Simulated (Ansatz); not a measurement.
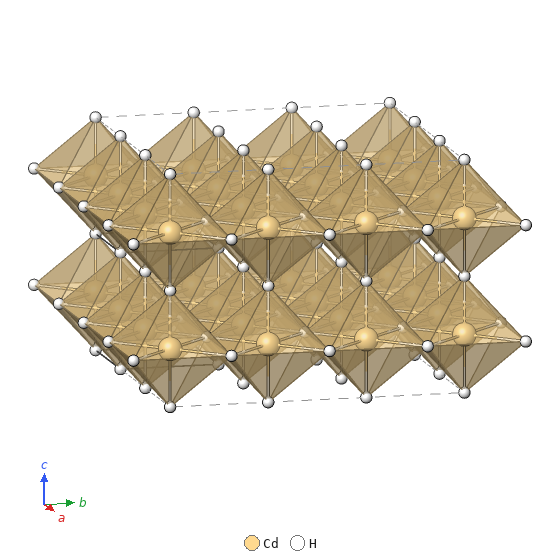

Polyhedra are drawn about Cd (bonds: Cd–H below 2.5 Å); other atoms are plain spheres.

CdH₂ (space group P4/mmm, No. 123). Coordinates: the geometry relaxed with DFT PBE, scalar-relativistic, plane waves, PAW (Ansatz); the starting structure was generated, so it need not be a known form of this composition.

Sharing among the drawn polyhedra:

```
site       polyhedron  corner-sharing neighbours  edge-sharing  face-sharing   bond (Å)
  Cd  CdH6 octahedron                          6             4             0  1.85–2.24
```

They form a three-dimensional framework of corner- and edge-sharing octahedra.
